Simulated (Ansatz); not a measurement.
HfZrS4

The calculation's input:

```
crystal:
  lattice:
    - [3.6681666455, 0.0, 0.0]
    - [-1.8340833228, 3.1767255003, 0.0]
    - [0.0, 0.0, 13.5893477152]
  atoms:
    - { symbol: Zr, position: [0.0, 0.0, 0.0] }
    - { symbol: Hf, position: [0.0, 0.0, 0.5] }
    - { symbol: S, position: [0.6666666667, 0.3333333333, 0.3941031655] }
    - { symbol: S, position: [0.6666666667, 0.3333333333, 0.8928295379] }
    - { symbol: S, position: [0.3333333333, 0.6666666667, 0.1071704621] }
    - { symbol: S, position: [0.3333333333, 0.6666666667, 0.6058968345] }
basis:
  ecutwfc: 420
kpoints:
  mp_grid: { grid: [12, 12, 2] }
  band_path:
    path:
      - [[0.0, 0.0, 0.0], [0.5, 0.0, 0.0], [0.33333333, 0.33333333, 0.0], [0.0, 0.0, 0.0], [0.0, 0.0, 0.5], [0.5, 0.0, 0.5], [0.33333333, 0.33333333, 0.5], [0.0, 0.0, 0.5]]
      - [[0.5, 0.0, 0.5], [0.5, 0.0, 0.0]]
      - [[0.33333333, 0.33333333, 0.5], [0.33333333, 0.33333333, 0.0]]
    npoints: 14
hamiltonian:
  xc: pbe
scf:
  occupations: { method: gaussian, width: 0.02 }
  n_extra_bands: 15
output:
  forces: true
  stress: true
  eigenvalues: true
  populations: true
  dos: { projected: true, de: 0.02, nscf_kmesh: { grid: [18, 18, 3] } }
  bader: true
  write_density: true
  write_potential: true
  elf: true
  volumetric_format: npy
```

Command:

```sh
ansatz run input.yaml --threads 1 --pin off --max-ram 2560MiB --backend cpu --events-out ev --progress --plain --runs-dir out
```

Below, planes, directions and counts refer to the conventional cell (a = 3.67 Å, b = 3.67 Å, c = 13.59 Å, α = 90.00°, β = 90.00°, γ = 120.00°).

Space group P-3m1; a structure generated by program, which may or may not match a known phase.

Level of theory: Ansatz, DFT PBE, scalar-relativistic, plane waves, PAW.

Question: What can the converged valence pseudo-density and electron localisation function tell about the bonding?

Answer: Hf–S (2.56 Å): ρ is about 0.45 e/Å³ halfway; the ELF peaks at about 0.85 in the valence shell of S, 0.8 Å from its nucleus, and is about 0.40 at the midpoint.
Zr–S (2.57 Å): ρ at the midpoint is about 0.43 e/Å³; the ELF peaks at about 0.85 in the valence shell of S, 0.8 Å from its nucleus, and is about 0.40 at the midpoint.
Bader's partition of the density gives Zr +2.08, Hf +2.15 and S −1.06 e.

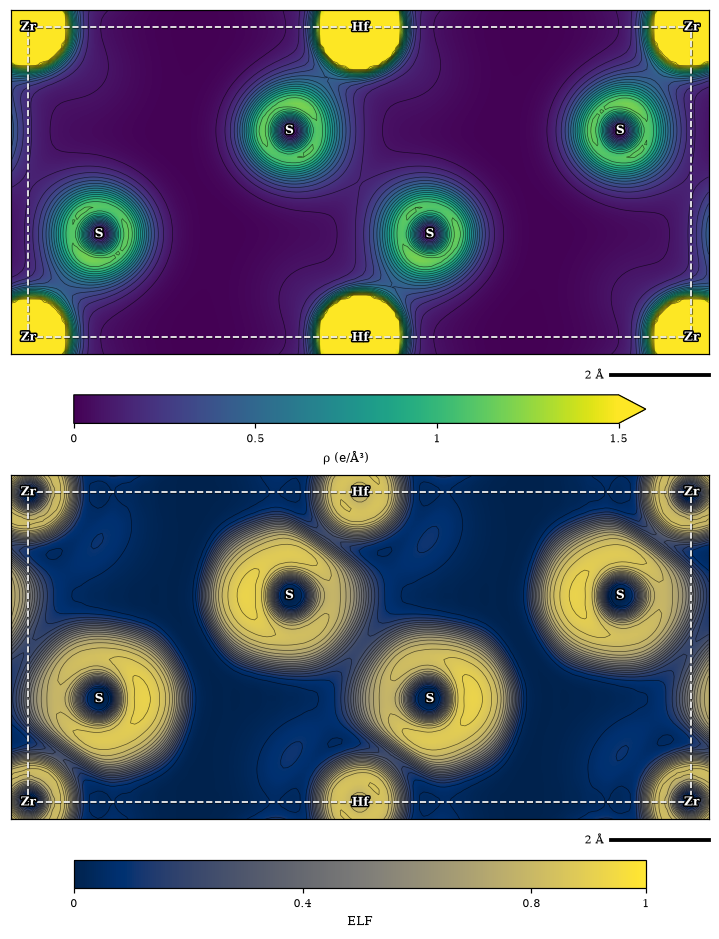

Computed valence pseudo-density and electron localisation function on the (110) plane of the conventional cell, in this order. 

The density is the valence pseudo-density of a PAW calculation; it isn't the true density close to the nuclei.
